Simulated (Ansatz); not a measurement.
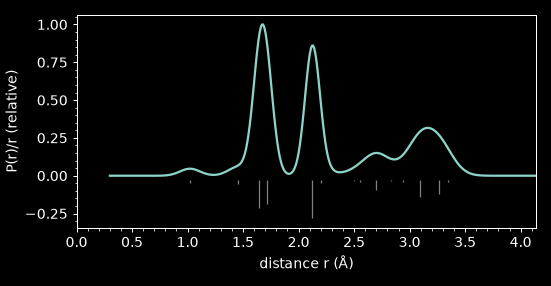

Simulated gas electron diffraction: radial distribution curve of FH₂OSSi (spin multiplicity 2). Each pair of atoms contributes with weight ZᵢZⱼ/r (bars below the curve); damping constant 0.001 Å²; vibrational amplitudes assumed, not computed: 0.05 Å for bonds, 0.078 Å for bonds to H, 0.06 + 0.015 r up to 0.15 Å for other pairs. The geometry is the end point of an optimisation (UKS r2SCAN-D4/STO-3G (Ansatz)); it may be a saddle point or a higher isomer.

### Assign the first 5 clear peaks of the radial distribution curve (– bonded, ··· not bonded).

Peak 1, 1.02 Å: O–H 1.02 Å
Peak 2, 1.68 Å: Si–F 1.65 Å, Si–O 1.71 Å, not resolved
Peak 3, 2.13 Å: S–Si 2.13 Å
Peak 4, 2.70 Å: O···H 2.50 Å, F···H 2.56–2.83 Å (×2), F···O 2.70 Å, not resolved
Peak 5, 3.16 Å: S···H 2.94–3.35 Å (×2), S···F 3.10 Å, S···O 3.26 Å, not resolved
